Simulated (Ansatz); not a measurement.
# HO2 (SMILES [O]O): levels of theory compared

Wanted: a comparison of 6 runs (U-wB97X/STO-3G, UB3LYP/STO-3G, UPBE0/STO-3G, USVWN5/STO-3G, UCCSDT/STO-3G, UCCSD(T)/STO-3G) of HO2. 

Program for the calculation: Ansatz 0.2.0.

50 further runs of the same task are left out: 16 that didn't finish, 34 set aside as unsound or not needed.

### 1 The structure to begin with

HO2: 3 atoms, total charge 0, spin state doublet. SMILES: `[O]O`. The O2–O1 distance was set to 1.636 Å, away from the relaxed value.

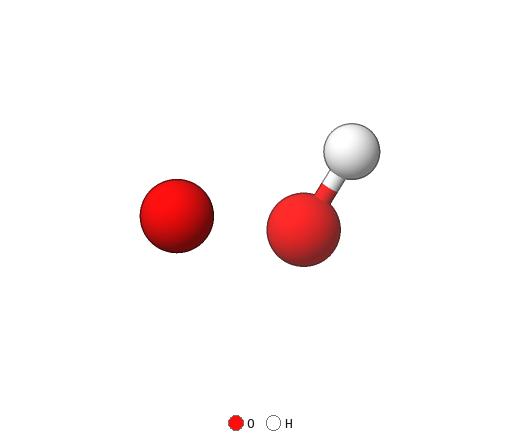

Viewed from a chosen angle; oxygen red, hydrogen white.

### 2 A single-point energy at U-wB97X/STO-3G (run 1)

File input.yaml:

```yaml
crystal:
  periodic: [false, false, false]
  atoms:
    - {symbol: O, position_ang: [-0.382802, 1.267278, -0.067703]}
    - {symbol: O, position_ang: [-0.244540, -0.359400, -0.172440]}
    - {symbol: H, position_ang: [0.599690, -0.582550, 0.261090]}
basis:
  gaussian:
    orbitals: STO-3G
magnetization:
  spin_polarized: true
  initial_magnetization: 1
hamiltonian:
  xc: {name: wB97X}
accuracy: high
```

Started as:

```sh
$ ansatz run input.yaml --threads 1 --pin off --max-ram 3480MiB --events-out events.jsonl --progress --plain --runs-dir runs
```

Standard output:

```text
Warning: RAYON_NUM_THREADS=1 ignored (pool sized by the plan → 1); use --threads N
Functional definition: wB97X
  name "wB97X"
  parameter omega = 0.3/bohr
  parameter cx = 0.157706
  parameter cx1 = 0.726479
  parameter cx2 = 1.04760
  parameter cx3 = -5.70635
  parameter cx4 = 13.2794
  parameter css1 = -4.33879
  parameter css2 = 18.2308
  parameter css3 = -31.7430
  parameter css4 = 17.2901
  parameter cos1 = 2.37031
  parameter cos2 = -11.3995
  parameter cos3 = 6.58405
  parameter cos4 = -3.78132
  exchange = spin_sum(e_x_unif_sr(omega)*poly(b97_u_x, 1 - cx, cx1, cx2, cx3, cx4)) + cx*exact_x_sr(omega)
      + exact_x_lr(omega)
  correlation = spin_sum(e_c_pw_same_spin*poly(b97_u_same, 1, css1, css2, css3, css4))
      + integral(e_c_pw_opposite_spin*poly(b97_u_opposite, 1, cos1, cos2, cos3, cos4))
168 factors; integrals over basis functions are off by at most 4.4e-8 eV
92 factors; integrals over basis functions are off by at most 7.1e-10 eV
mean field evaluation 1: about -4046.9569 eV, gradient 1.2e1 eV
mean field evaluation 2: about -4046.7563 eV, gradient 1.5e1 eV
mean field evaluation 4: about -4048.3354 eV, gradient 1.1e0 eV
mean field evaluation 8: about -4048.4376 eV, gradient 1.1e-1 eV
mean field evaluation 16: about -4048.4142 eV, gradient 8.2e-4 eV
mean field -4048.41422720 eV, -148.7764787358 hartree, gradient 6.7e-8 eV, S^2 0.783628; 1 other end points of the search recorded, 0 dependent functions left out
reference -4048.41422634 eV, -148.7764787042 hartree; 9, 8 occupied and 2, 3 virtual orbitals, 168 factors
Total energy: -4048.41422634 eV, -148.7764787042 hartree
```

It took 4.5 s on 1 thread of Arm Neoverse V2, shared host; peak memory 0.24 GiB.

### 3 A single-point energy at UB3LYP/STO-3G (run 2)

File in.yaml:

```yaml
crystal:
  periodic: [false, false, false]
  atoms:
    - {symbol: O, position_ang: [-0.382802, 1.267278, -0.067703]}
    - {symbol: O, position_ang: [-0.244540, -0.359400, -0.172440]}
    - {symbol: H, position_ang: [0.599690, -0.582550, 0.261090]}
basis:
  gaussian:
    orbitals: STO-3G
magnetization:
  spin_polarized: true
  initial_magnetization: 1
hamiltonian:
  xc: {name: B3LYP}
accuracy: high
```

Started as:

```sh
$ ansatz run in.yaml --threads 1 --pin off --max-ram 3480MiB --events-out events.jsonl --progress --plain --runs-dir runs
```

Standard output:

```text
Warning: RAYON_NUM_THREADS=1 ignored (pool sized by the plan → 1); use --threads N
Functional definition: B3LYP
  name "B3LYP"
  parameter a0 = 0.2
  parameter ax = 0.72
  parameter ac = 0.81
  exchange = (1 - a0 - ax)*slater_x + ax*b88_x + a0*exact_x
  correlation = (1 - ac)*vwn_rpa_c + ac*lyp_c
168 factors; integrals over basis functions are off by at most 4.4e-8 eV
mean field evaluation 1: about -4047.7972 eV, gradient 1.1e1 eV
mean field evaluation 2: about -4044.8521 eV, gradient 2.2e1 eV
mean field evaluation 4: about -4048.8723 eV, gradient 5.6e-1 eV
mean field evaluation 8: about -4048.8761 eV, gradient 2.4e-1 eV
mean field evaluation 16: about -4048.8770 eV, gradient 6.8e-5 eV
mean field -4048.87703666 eV, -148.7934866700 hartree, gradient 1.3e-8 eV, S^2 0.763878; 1 other end points of the search recorded, 0 dependent functions left out
reference -4048.87705408 eV, -148.7934873099 hartree; 9, 8 occupied and 2, 3 virtual orbitals, 168 factors
Total energy: -4048.87705408 eV, -148.7934873099 hartree
```

Wall time 0.82 s (1 thread of Arm Neoverse V2, shared host); peak memory 0.093 GiB.

Run 3 isn't shown in full; the table further down has it.

### 4 The energy at USVWN5/STO-3G (run 4)

File run.yaml:

```yaml
crystal:
  periodic: [false, false, false]
  atoms:
    - {symbol: O, position_ang: [-0.382802, 1.267278, -0.067703]}
    - {symbol: O, position_ang: [-0.244540, -0.359400, -0.172440]}
    - {symbol: H, position_ang: [0.599690, -0.582550, 0.261090]}
basis:
  gaussian:
    orbitals: STO-3G
magnetization:
  spin_polarized: true
  initial_magnetization: 1
hamiltonian:
  xc: {name: SVWN5}
accuracy: high
```

Started as:

```sh
$ ansatz run run.yaml --threads 1 --pin off --max-ram 3480MiB --events-out events.jsonl --progress --plain --runs-dir runs
```

Standard output:

```text
Warning: RAYON_NUM_THREADS=1 ignored (pool sized by the plan → 1); use --threads N
Functional definition: SVWN5
  name "SVWN5"
  exchange = slater_x
  correlation = vwn5_c
168 factors; integrals over basis functions are off by at most 4.4e-8 eV
mean field evaluation 1: about -4018.1051 eV, gradient 1.0e1 eV
mean field evaluation 2: about -4011.9313 eV, gradient 2.7e1 eV
mean field evaluation 4: about -4018.7597 eV, gradient 3.9e0 eV
mean field evaluation 8: about -4018.8144 eV, gradient 1.7e-1 eV
mean field evaluation 16: about -4018.8147 eV, gradient 3.2e-5 eV
mean field evaluation 32: about -4018.6188 eV, gradient 5.2e0 eV
mean field -4018.81465282 eV, -147.6887144409 hartree, gradient 3.1e-8 eV, S^2 0.753020; 4 other end points of the search recorded, 0 dependent functions left out
reference -4018.81465387 eV, -147.6887144793 hartree; 9, 8 occupied and 2, 3 virtual orbitals, 168 factors
Total energy: -4018.81465387 eV, -147.6887144793 hartree
```

Wall time 0.64 s (1 thread of Arm Neoverse V2, shared host).

Run 5 isn't shown in full; the table further down has it.

### 5 The energy at UCCSD(T)/STO-3G (run 6)

File run.yaml:

```yaml
basis:
  gaussian: {orbitals: STO-3G}
crystal:
  periodic: [false, false, false]
  atoms:
    - {symbol: O, position_ang: [-0.382802, 1.267278, -0.067703]}
    - {symbol: O, position_ang: [-0.244540, -0.359400, -0.172440]}
    - {symbol: H, position_ang: [0.599690, -0.582550, 0.261090]}
magnetization: {spin_polarized: true, initial_magnetization: 1}
correlation: {method: ccsd_t, frozen_orbitals: {H: 0, O: 1}}
accuracy: high
scf: {omitted_lower_state_checks: [cluster_reference, increment]}
```

Started as:

```sh
$ ansatz run run.yaml --threads 1 --pin off --max-ram 3480MiB --events-out events.jsonl --progress --plain --runs-dir runs
```

Standard output, cut to the lines that bear on the results:

```text
Warning: RAYON_NUM_THREADS=1 ignored (pool sized by the plan → 1); use --threads N
Functional definition: HF
  name "HF"
[...]
168 factors; integrals over basis functions are off by at most 4.4e-8 eV
[...]
mean field -4031.86862201 eV, -148.1684389601 hartree, gradient 1.8e-8 eV, S^2 1.315307; 11 other end points of the search recorded, 0 dependent functions left out
2 core orbitals not correlated: weight in the atoms' cores, before any rotation towards them, 1.000 or more for the frozen orbitals, at most 0.000 for the correlated occupied ones
reference -4031.86862201 eV, -148.1684389601 hartree; 7, 6 occupied and 2, 3 virtual orbitals, 168 factors
second order -0.84498738 eV of doubles, -0.00000000 eV of singles
cycle   1  -1.14190607 eV  change   -3.0e-1 eV  update   6.4e-2
[...]
cycle  40  -2.27462828 eV  change  -3.6e-10 eV  update  4.3e-10
perturbative correction -0.01706605 eV, -0.0006271658 hartree
Total energy: -4034.16031634 eV, -148.2526571735 hartree
Checks for a lower state left out: cluster_reference, increment
```

Run time: 0.24 s. Hardware: 1 thread of Arm Neoverse V2, shared host.

### 6 Overview of the runs

| run | level | frozen core orbitals | energy (Eh) | ⟨S²⟩ | wall time |
| --- | --- | --- | --- | --- | --- |
| 1 | U-wB97X/STO-3G | – | -148.776479 | 0.784 | 4.5 s |
| 2 | UB3LYP/STO-3G | – | -148.793487 | 0.764 | 0.82 s |
| 3 | UPBE0/STO-3G | – | -148.661866 | 0.773 | 0.72 s |
| 4 | USVWN5/STO-3G | – | -147.688714 | 0.753 | 0.64 s |
| 5 | UCCSDT/STO-3G | 2 | -148.253181 | 1.315 | 0.42 s |
| 6 | UCCSD(T)/STO-3G | 2 | -148.252657 | 1.315 | 0.24 s |

### 7 What came out

| quantity | value |
| --- | --- |
| run 6: total energy | -148.25266 Eh |
| run 6: correlation energy (2 core orbitals frozen) | -84.2 mEh |
| run 6: (T) correction | -0.63 mEh |
| run 6: ⟨S²⟩ of the reference determinant | 1.315 |
| run 6: T1 diagnostic | 0.074 |

In words: Totals of different functionals can't be ranked against each other. In runs 1, 2, 3, 4, 5, 6 the basis is minimal, so the values are rough. Spin contamination of the reference: run 5 ⟨S²⟩ = 1.32, run 6 ⟨S²⟩ = 1.32. All runs together took 7.3 s, the longest 4.5 s.
